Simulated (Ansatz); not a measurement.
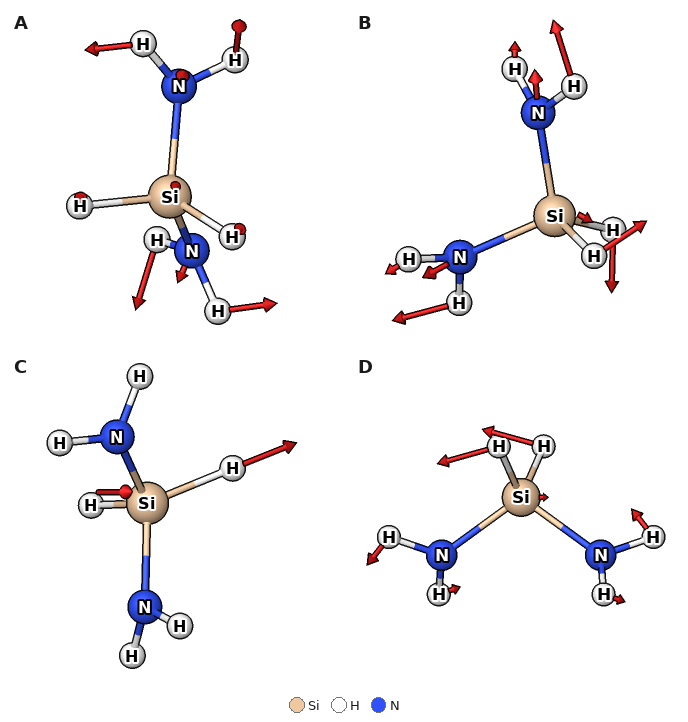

4 normal modes of one molecule or complex, as arrows. Harmonic vibrations computed with RKS PBE0-D4/def2-TZVP (Ansatz 0.2.0) at a stationary point of the same level.

Question: Match the panels to the wavenumbers 206 cm⁻¹, 821 cm⁻¹, 982 cm⁻¹, 2175 cm⁻¹.

Answer: A: 206 cm⁻¹
B: 821 cm⁻¹
C: 2175 cm⁻¹, out-of-phase stretching of 2 Si–H bonds
D: 982 cm⁻¹
